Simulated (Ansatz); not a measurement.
Redistribution: C2H6OSi + C2H10OSi2 → C2H8Si2 + C2H8O2Si

Species: C2H6OSi `C=C[SiH2]O`, singlet; C2H10OSi2 `CC[SiH](O)[SiH3]`, singlet; C2H8Si2 `C=C[SiH2][SiH3]`, singlet; C2H8O2Si `CC[SiH](O)O`, singlet. The partners trade OH for SiH3; both sit on Si, so the bond types are kept.

Shapes, held fixed at every level: PBE0-D4/def2-TZVP. Flexible molecules stand in one conformer, not always the lowest. Programs: Ansatz 0.2.0. Electronic energies: no zero-point or thermal term.

```
               level                    kind  ΔE (kJ/mol)  less CCSD(T)/CBS estimate
r2SCAN-D4/def2-TZVPP                meta-GGA        -35.0                       -1.4
  wB97M-V/def2-TZVPP  range-separated hybrid        -33.8                       -0.2
  wB97X-V/def2-TZVPP  range-separated hybrid        -32.6                       +1.0
   B2PLYP/def2-TZVPP           double hybrid        -33.6                        0.0
      MP2/def2-TZVPP     perturbation theory        -34.3                       -0.7
     CCSD/def2-TZVPP   coupled cluster or CI        -34.0                       -0.4
CCSD(T)/CBS estimate   coupled cluster or CI        -33.6                        0.0
```

The highest level, CCSD(T)/CBS estimate, gives ΔE = -33.6 kJ/mol; the levels span -35.0 to -32.6. The column of differences is taken from that level and isn't an error. No measured value is set beside it here. The CBS estimate extrapolates MP2 from def2-TZVPP and def2-QZVPP and adds CCSD(T) − MP2 in the triple-zeta set, cores frozen.

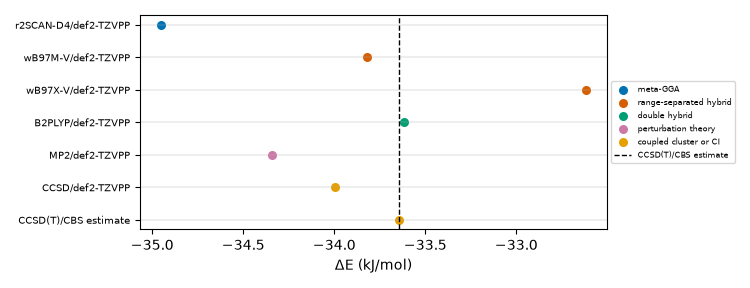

The values of the table, level by level.
